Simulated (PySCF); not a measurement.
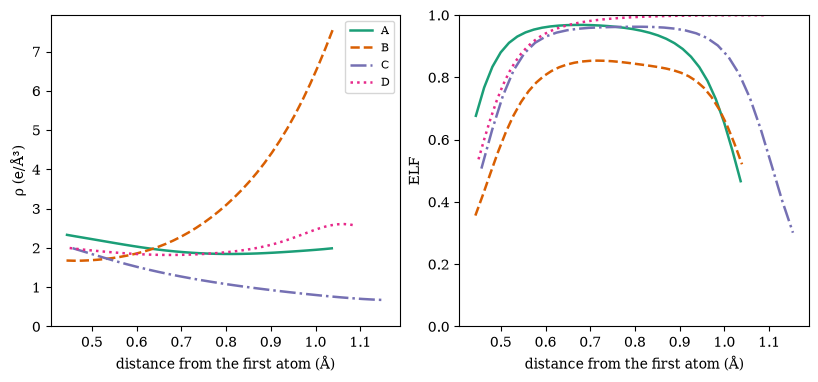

Figure. C₂H₅F₂Si (SMILES FC(F)C[SiH2-]) (charge −1). Total electron density and ELF along straight lines between neighbouring atoms. The curves leave out the atomic cores.

Geometry: GFN2-xTB.

The calculation used CAM-B3LYP/def2-SVPD, SCF density, gas phase (PySCF).

```xyz
10

F     2.2191    0.4225   -0.4501
C     0.8415    0.5333   -0.1638
F     0.8150    1.4842    0.8124
C     0.2016   -0.7411    0.2340
Si   -1.7152   -0.6172    0.1616
H     0.4054    0.9759   -1.0710
H     0.5260   -1.5109   -0.4676
H     0.5434   -1.0272    1.2297
H    -1.9565    0.6185    0.9253
H    -1.8714   -0.1335   -1.2330
```

Question: Which curve belongs to which contact (C–C, C–F, C–H and C–Si)? The first atom named is at distance zero.

Answer: Curve A: C–C (1.48 Å): the density is about 1.9 e/Å³ at the midpoint; the ELF peaks at about 0.95 between the atoms; a covalent bond. Curve B: C–F (1.36 Å): the density is about 2.2 e/Å³ at the midpoint, with its minimum of 1.7 e/Å³ about 0.5 Å from C; the ELF peaks at about 0.85 between the atoms: a shared but strongly polarised pair. Curve C: C–Si (1.92 Å): the density is about 0.85 e/Å³ at the midpoint; the ELF peaks at about 0.95 between the atoms: localised, covalent bonding. Curve D: C–H (1.09 Å): the density is about 1.9 e/Å³ at the midpoint; the ELF climbs to about 1 towards the hydrogen, as it does in any bond to H (a covalent bond by its length).
